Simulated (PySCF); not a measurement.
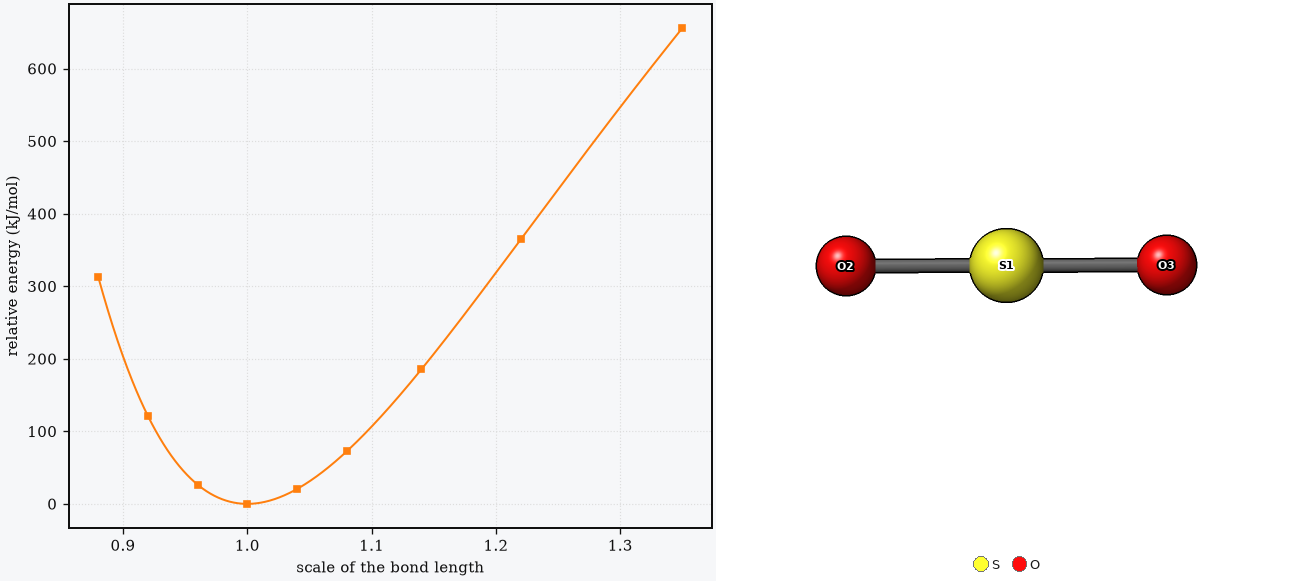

Rigid scan of SO₂²⁺, singlet, from a minimum of the shape that electron-pair counting expects: all bonds to atom 1 scaled (atom 1 is the central atom). PBE0/def2-TZVP, PySCF 2.14.0, restricted determinant, no spin-orbit coupling; energies counted from the minimum. Splines pass through the computed points, which are marked.

Question: What does it cost to go to either end of the scan?

Answer: 313.3 kJ/mol at 0.88 and 656.1 kJ/mol at 1.35.

Question: Give the values at the computed points.

Answer: In kJ/mol:
| scale of the bond length | PBE0 |
| --- | --- |
| 0.88 | 313.3 |
| 0.92 | 121.3 |
| 0.96 | 26.5 |
| 1.00 | 0.0 |
| 1.04 | 20.5 |
| 1.08 | 72.5 |
| 1.14 | 185.4 |
| 1.22 | 364.7 |
| 1.35 | 656.1 |
